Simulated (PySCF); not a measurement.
Sn(Cl)4, SMILES [Cl][Sn]([Cl])([Cl])[Cl] at its CAM-B3LYP/def2-SVP optimised geometry (Å):

```
5

Cl    -1.5421    -2.1810    -1.8895
Sn    -0.7712    -1.0906     0.0000
Cl    -1.5427     1.0906     0.0000
Cl     1.5427    -1.0906     0.0000
Cl    -1.5443    -2.1806     1.8889
```

Calculation: CAM-B3LYP/def2-TZVP, def2 effective core potentials past Kr (PySCF 2.14.0). The core electrons that the potentials of Sn replace are not part of the density. Cells within 0.4 Å of a nucleus heavier than hydrogen are left out (blank, or x).

Map of the deformation density (molecule minus spherical neutral atoms) (e/bohr³) on the plane z = 0.0 Å:

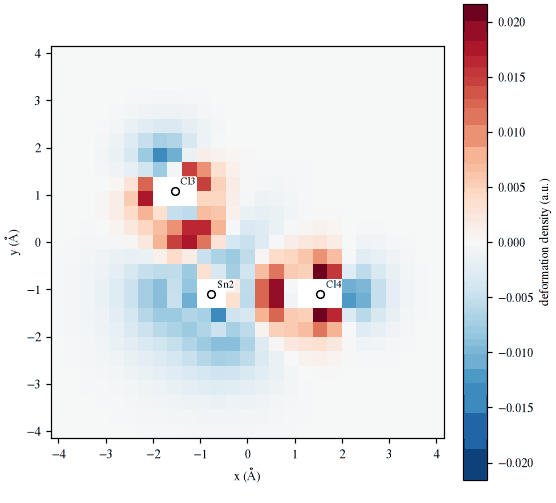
Figure: Deformation density (molecule minus spherical neutral atoms) (e/bohr³) on the plane z = 0.0 Å.
